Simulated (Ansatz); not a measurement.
## W (bcc, W type), frozen-phonon scan

Relaxed W (bcc, W type):

```yaml
crystal:
  lattice:
    - [-3.18365, 3.18365, 3.18365]
    - [0.00000, 0.00000, 3.18365]
    - [0.00000, 3.18365, 0.00000]
  atoms:
    - { symbol: W, position: [0.00000, 0.00000, 0.00000] }
    - { symbol: W, position: [0.50000, 0.00000, 0.00000] }
```

A phonon eigenvector at H = (0.5, 0.5, 0.5) is frozen into this cell: atom i moves by Q times the vector below, so Q is the largest atomic displacement, in Å. The cell is held. It is one choice among 3 degenerate patterns. (q is in reciprocal vectors of the primitive cell; the cell shown is doubled to hold the pattern.)

```tsv
atom	x	y	z
W1	0.000	0.000	-1.000
W2	0.000	0.000	1.000
```

All values below come from PBE (plane waves to 420 eV, PAW, scalar-relativistic; Ansatz, a quantum-chemistry and plane-wave program). k mesh 20×20×20 (Γ-centred), Fermi-Dirac smearing 0.05 eV. E stands for the smeared free energy. With partly filled bands, energies and forces of such displacements shift with the k mesh and the smearing. Spin-orbit coupling is left out, though W is heavy. The PAW data are Ansatz's earlier set. W is run without spin polarisation. W was relaxed with its symmetry unable to fall. The zero of ΔE is the undisplaced structure.

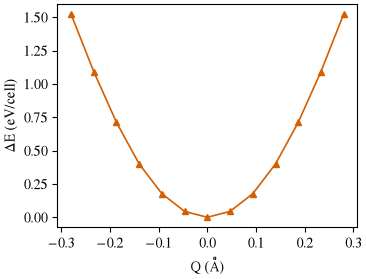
Figure. ΔE (eV/cell) against Q (Å); one marker a computed point.

The energy at Q = 0.280 Å comes out as 1525 meV/cell. Wavenumber by perturbation theory (DFPT, on another k mesh): 181 cm⁻¹. Symmetry of the curve: even: the same for both signs. Space group of the distorted cell: P4/nmm (No. 129), lowered from Im-3m. Shape of the curve: a single well with its minimum at or next to zero displacement.

(A displaced cell: forces are minus the slopes of the energy, force constants its curvatures, and phonons follow from these.)
